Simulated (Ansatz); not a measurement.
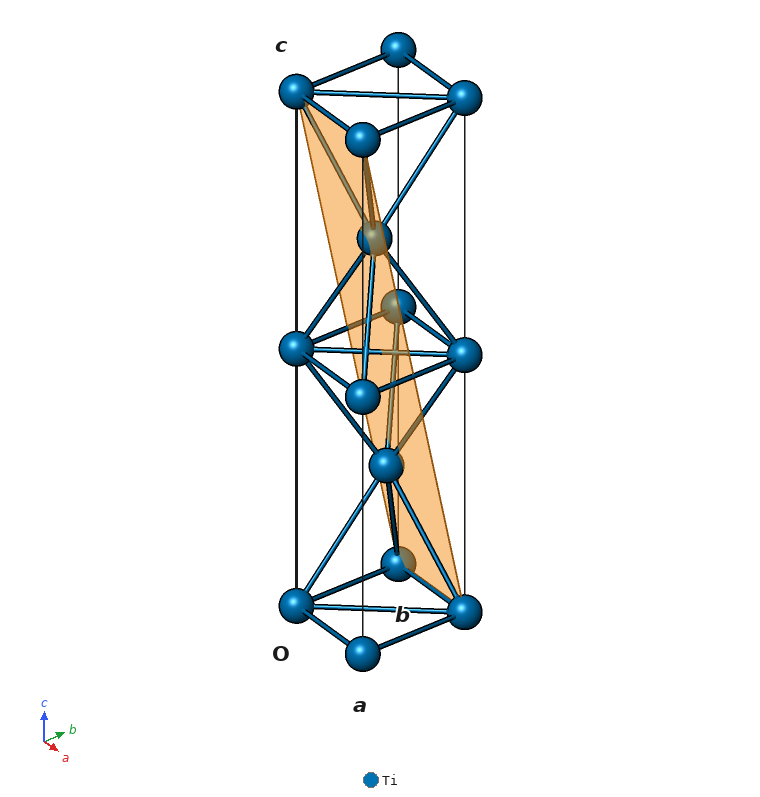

Crystal: Ti, coordinates from a relaxation with Ansatz, DFT, m-r2SCAN, plane waves (500 eV) with PAW, scalar-relativistic; the starting structure was generated, so it need not be a known form of this composition. Every member of one family of equally spaced planes, hx + ky + lz = a whole number, that cuts the unit cell is shaded (one member passes through the origin O, touching the cell only at an edge or corner). The drawing is computed from the coordinates (standard cell, symmetry found to 0.002 Å).

a = 2.931 Å, b = 2.931 Å, c = 9.359 Å, α = 90.00°, β = 90.00°, γ = 120.00°.

What are the Miller indices?

(0 1 1), in four indices (0 1 −1 1); the opposite sign names the same planes. The member next to the origin meets the axes a never, b at 1, c at 1.

What is the spacing?

d = 2.450 Å.

Which atoms of the cell lie in these planes (within 0.03 Å)?

1 of the 4 Ti.

The space group is P6₃/mmc, No. 194. How many reflections hkl are equivalent to this one (itself included), and does it occur?

12 reflections are equivalent in the Laue class 6/mmm. The space group allows the reflection.
